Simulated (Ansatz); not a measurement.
Two G0W0 runs on SnO2 (Cassiterite).

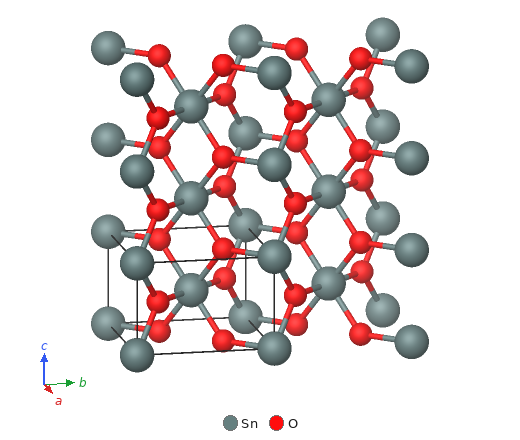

The structure (tin teal, oxygen red). 1×2×3 cells are drawn. Some periodic images of atoms are drawn too.

```
Sn O
1.0
     4.73800    0.00000    0.00000
     0.00000    4.73800    0.00000
     0.00000    0.00000    3.18650
Sn O
2 4
Direct
  0.00000 0.00000 0.00000
  0.50000 0.50000 0.50000
  0.30710 0.30710 0.00000
  0.19290 0.80710 0.50000
  0.69290 0.69290 0.00000
  0.80710 0.19290 0.50000
```

The cell and positions come from the Crystallography Open Database and are kept as given unless a step says otherwise. PAW set soft_2, made with PBE.

The first (Ansatz 0.2.0; start PBE, 4×4×4 mesh, 459 empty bands, screening to 200 eV; 1 × NVIDIA H100 80GB HBM3 (shared by 3 runs) with 3 threads of AMD EPYC 7R13 (Zen 3), shared host) gave, on its mesh: starting gap 1.28 eV, G0W0 gap 2.82 eV, RPA ε∞ (mean) 4.53, 20 s.

Question: The second changes start from PBE to LDA. What does it give?

It gave: starting gap 1.13 eV, G0W0 gap 2.82 eV, RPA ε∞ (mean) 4.75, 18 s. The G0W0 gap moves by −0.01 eV, −0.15 eV from the start and +0.14 eV from the correction. Σc changes by −0.04 eV at the valence top and −0.04 eV at the conduction bottom, and Σx − Vxc between them by +0.14 eV.

Limits: not at the basis limit; no spin-orbit coupling; coarse k mesh.

[Paths, hosts, dates, memory and timing lines, banners, echoed tables and standing remarks are left out of the program output.]

[Logs are printed without paths, hosts, clocks, repeated set-up lines and the standing remarks that a program may print on its own settings, such as how far it seeks lower states.]

[Runs of the session that timed out or met a known fault of the program may be left out.]

[Cells called generated may have been cut or substituted from an entry of the Crystallography Open Database or the Materials Project.]

[Hosts, paths, dates, database ids (printed as entryN), source tags and the programs' standing remarks are cut or masked in the printed files.]
